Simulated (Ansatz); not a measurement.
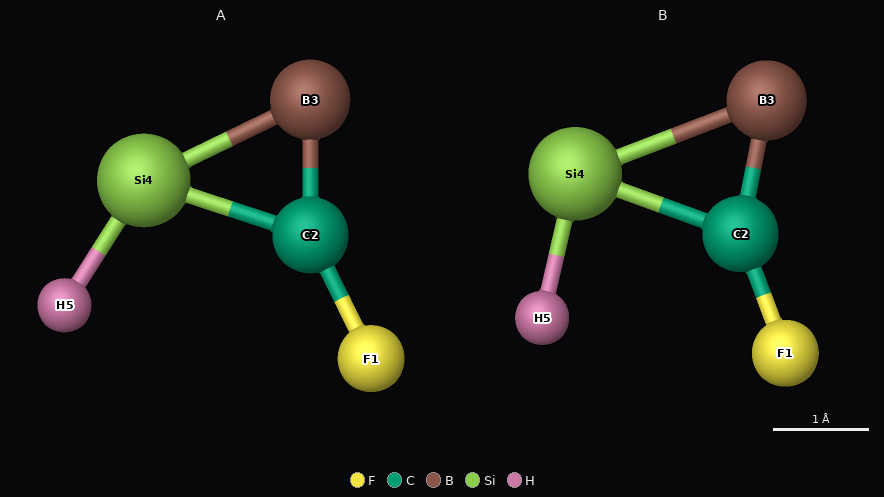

Two geometries of CHBFSi (charge −1), drawn at one scale. One is the start of a relaxation, the other its converged end. Style: ball-and-stick. Shown at a tilt.

Method: RKS PBE0-D4/def2-TZVPD in Ansatz 0.2.0. Settings: force threshold 0.005 eV/Å; at most 200 steps.

**Which of the two is the end point?**

Structure B is the relaxed one. The largest move after the best rigid fit is that of H5, 0.40 Å. Largest moves by element: H 0.40 Å, F 0.30 Å, B 0.15 Å, Si 0.13 Å, C 0.13 Å. Near-neighbour distances that change, for instance: B3–Si4 1.953 → 2.166 Å, F1–C2 1.454 → 1.347 Å, C2–B3 1.428 → 1.433 Å, C2–Si4 1.860 → 1.865 Å. Among the angles between lasting bonds that change: B3–Si4–H5 148.2° → 123.6°, C2–Si4–H5 104.3° → 82.8°, B3–C2–Si4 71.5° → 81.0°. The energy falls by 0.616 eV in 8 geometry steps. Largest force component: 2.5 eV/Å at the start, 0.0049 eV/Å at the end. Cost: 39 s on 2 threads of Intel Xeon Platinum 8259CL @ 2.50GHz, with other jobs on the host.
